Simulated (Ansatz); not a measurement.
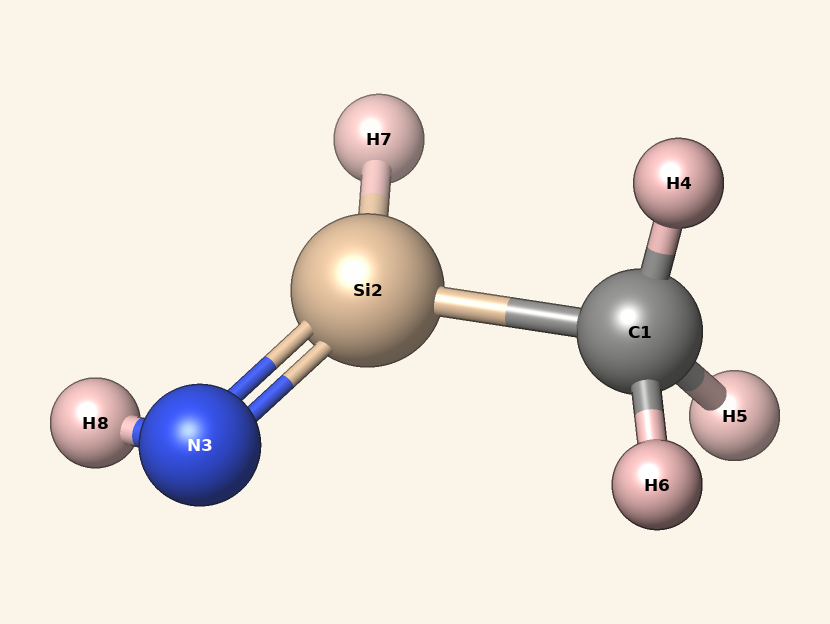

The picture comes from a calculation with Ansatz.

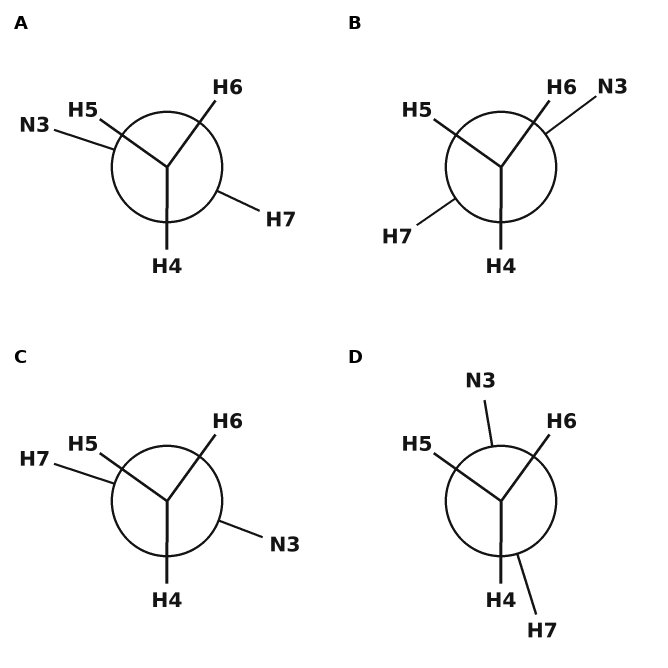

Atoms fade into the background with distance from the viewer. Bonds that would overlap in a projection are set slightly apart. Geometry: atoms displaced at random (about 0.12 Å) from a stationary point of PBE0-D4.

> Which Newman projection shows the view along C1–Si2, with C1 in front?

B. The torsion angle H4–C1–Si2–N3 is −129°, anticlinal.
